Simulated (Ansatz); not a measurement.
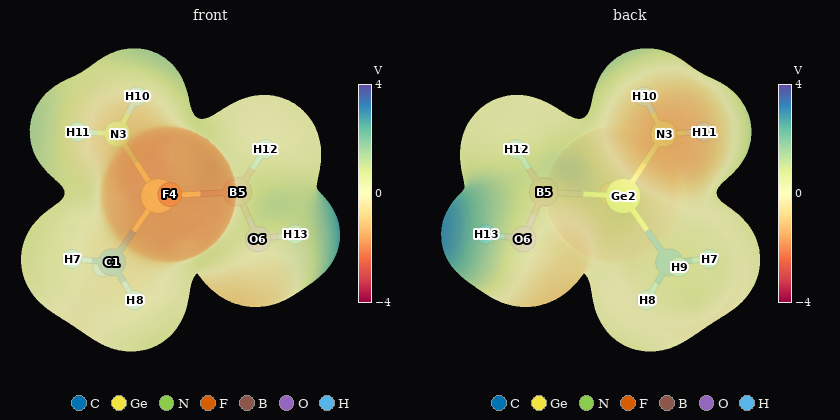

The picture shows: CH$_{7}$BFGeNO. The electrostatic potential painted on the density surface at 0.002 e/bohr³, seen from the front and from behind; the colour scale runs from red (negative) to blue (positive).

All numbers below come from Ansatz, RKS PBE0/def2-SVP.

```xyz
13

C    -0.7566   -1.2556    0.8796
Ge    0.0790   -0.2261   -0.5349
N     1.8470   -0.6664   -0.6050
F    -0.7126   -0.7776   -2.0237
B    -0.1188    1.8383   -0.5382
O    -0.9935    2.3867    0.3261
H    -0.6015   -2.3324    0.7143
H    -1.8379   -1.0584    0.8995
H    -0.3301   -0.9806    1.8555
H     2.3874   -0.2117   -1.3352
H     2.0669   -1.6587   -0.5991
H     0.5159    2.5446   -1.2974
H    -1.0469    3.3475    0.2598
```

Where is the surface potential most negative and most positive?

Answer. The most negative region (about −1.8 V) lies over F4, the most positive (about +2.9 V) over H13.
